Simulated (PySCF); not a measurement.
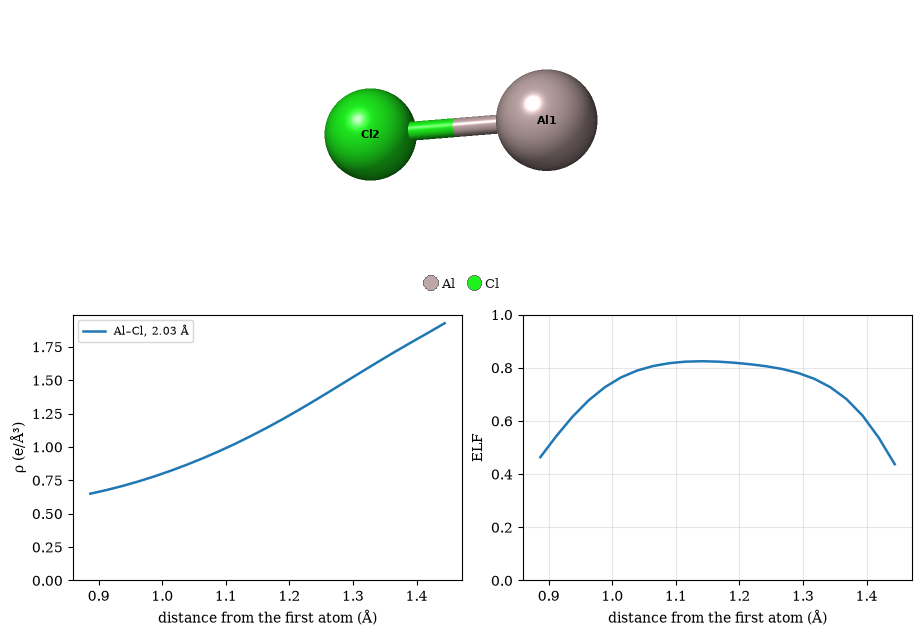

Figure. AlCl (charge +1, doublet). Electron density and ELF along straight lines between neighbouring atoms. The curves leave out the atomic cores. The structure is drawn too.

Theory: PySCF, PBE0/def2-TZVP, non-relativistic Hamiltonian with scalar-relativistic core potentials where named, at a bond length of 2.027 Å.

Q: What can be read from the curves?

A: Al–Cl (2.03 Å): the density is about 0.82 e/Å³ at the midpoint; the ELF peaks at about 0.80 in the valence shell of Cl, 0.9 Å from its nucleus, and is about 0.75 at the midpoint.
